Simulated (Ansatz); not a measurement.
# AlNH3OF (SMILES [NH2][Al]([OH])[F]): HSE06/cc-pVDZ

What is the vertical ionisation energy of AlNH3OF at HSE06/cc-pVDZ? 

The results are computed with Ansatz 0.2.0.

126 further runs of the same task are left out: 126 set aside as unsound or not needed.

## (1) The system as given

AlNH3OF: 7 atoms, total charge 0, spin state singlet. As SMILES, `[NH2][Al]([OH])[F]`. Geometry: relaxed at PBE0-D4/def2-TZVP. This is one conformer, not always the lowest.

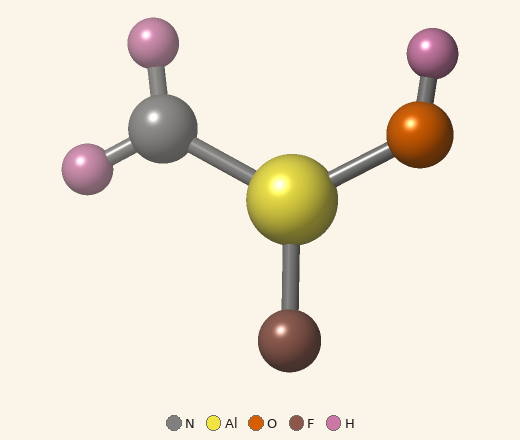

Viewed from a chosen angle; nitrogen grey, aluminium yellow, oxygen orange, fluorine brown, hydrogen pink.

## (2) The energy at HSE06/cc-pVDZ

Contents of molecule.yaml:

```yaml
crystal:
  periodic: [false, false, false]
  atoms:
    - {symbol: N, position_ang: [-0.569800, 0.926800, -0.530800]}
    - {symbol: Al, position_ang: [-0.133300, -0.630000, 0.151800]}
    - {symbol: O, position_ang: [1.368400, -1.004200, 0.819000]}
    - {symbol: F, position_ang: [-1.265600, -1.822100, 0.146500]}
    - {symbol: H, position_ang: [-1.473200, 1.130200, -0.925100]}
    - {symbol: H, position_ang: [0.029600, 1.732300, -0.586700]}
    - {symbol: H, position_ang: [2.105200, -0.401000, 0.879500]}
basis:
  gaussian: {orbitals: cc-pVDZ}
hamiltonian: {xc: {name: HSE06}}
accuracy: high
output: {orbitals: {seedname: orbitals}}
```

Launch:

```console
ansatz run molecule.yaml --threads 1 --pin off --max-ram 3480MiB --events-out events.jsonl --progress --plain --runs-dir runs
```

The log of the run:

```text
Warning: RAYON_NUM_THREADS=1 ignored (pool sized by the plan → 1); use --threads N
Functional definition: HSE06
  name "HSE06"
  parameter a = 0.25
  parameter omega = 0.11/bohr
  exchange = pbe_x - a*pbe_x_sr(omega) + a*exact_x_sr(omega)
  correlation = pbe_c
1649 factors; integrals over basis functions are off by at most 3.7e-9 eV
90 factors; integrals over basis functions are off by at most 1.3e-9 eV
mean field evaluation 1: about -12882.5251 eV, gradient 7.9e1 eV
mean field evaluation 2: about -12865.9577 eV, gradient 1.2e2 eV
mean field evaluation 4: about -12893.7588 eV, gradient 5.3e0 eV
mean field evaluation 8: about -12893.9483 eV, gradient 3.9e-1 eV
mean field evaluation 16: about -12893.9486 eV, gradient 1.0e-5 eV
mean field -12893.94862675 eV, -473.8438722008 hartree, gradient 4.9e-8 eV, S^2 0.000000; 0 other end points of the search recorded, 0 dependent functions left out
reference -12893.94863075 eV, -473.8438723479 hartree; 20, 20 occupied and 55, 55 virtual orbitals, 1649 factors
Total energy: -12893.94863075 eV, -473.8438723479 hartree
```

It took 6.3 s on 1 thread of Arm Neoverse V1, shared host; peak memory 0.23 GiB.

## (3) The doublet cation, same level

molecule.yaml, as its differences from that of step 2:

```diff
@@ -11,4 +11,10 @@
 basis:
-  gaussian: {orbitals: cc-pVDZ}
-hamiltonian: {xc: {name: HSE06}}
+  gaussian:
+    orbitals: cc-pVDZ
+total_charge: 1
+magnetization:
+  spin_polarized: true
+  initial_magnetization: 1
+hamiltonian:
+  xc: {name: HSE06}
 accuracy: high
```

Launch:

```console
ansatz run molecule.yaml --threads 1 --pin off --max-ram 3480MiB --events-out events.jsonl --progress --plain --runs-dir runs
```

The log of the run, cut to the lines that bear on the results:

```text
Warning: RAYON_NUM_THREADS=1 ignored (pool sized by the plan → 1); use --threads N
[... 6 set-up lines as earlier in the session ...]
1646 factors; integrals over basis functions are off by at most 3.8e-9 eV
90 factors; integrals over basis functions are off by at most 1.3e-9 eV
mean field evaluation 1: about -12866.5008 eV, gradient 7.1e1 eV
mean field evaluation 2: about -12787.1688 eV, gradient 1.4e2 eV
mean field evaluation 4: about -12880.3960 eV, gradient 2.7e1 eV
mean field evaluation 8: about -12883.7087 eV, gradient 5.8e-1 eV
mean field evaluation 16: about -12883.8533 eV, gradient 5.0e-3 eV
mean field evaluation 32: about -12882.1030 eV, gradient 1.4e1 eV
mean field -12883.85333103 eV, -473.4728769259 hartree, gradient 1.8e-8 eV, S^2 0.758252; 2 other end points of the search recorded, 0 dependent functions left out
reference -12883.85333525 eV, -473.4728770809 hartree; 20, 19 occupied and 55, 56 virtual orbitals, 1646 factors
Total energy: -12883.85333525 eV, -473.4728770809 hartree
```

It took 13 s on 1 thread of Arm Neoverse V1, shared host; peak memory 0.33 GiB.

## (4) Outcome

At HSE06/cc-pVDZ:

| quantity | value |
| --- | --- |
| singlet AlNH3OF: total energy | -473.84387 Eh |
| singlet AlNH3OF: HOMO energy | -7.06 eV |
| singlet AlNH3OF: LUMO energy | -0.47 eV |
| singlet AlNH3OF: HOMO–LUMO gap | 6.60 eV |
| doublet cation: total energy | -473.47288 Eh |
| doublet cation: HOMO energy (highest over α and β) | -14.36 eV |
| doublet cation: LUMO energy (lowest over α and β) | -13.04 eV |
| doublet cation: ⟨S²⟩ | 0.758 |
| vertical ionisation energy (to the doublet cation) | 10.095 eV |

In words: The vertical ionisation energy comes to 10.10 eV (233 kcal/mol). −ε(HOMO) before ionisation, 7.06 eV, is 3.03 eV below this ionisation energy.
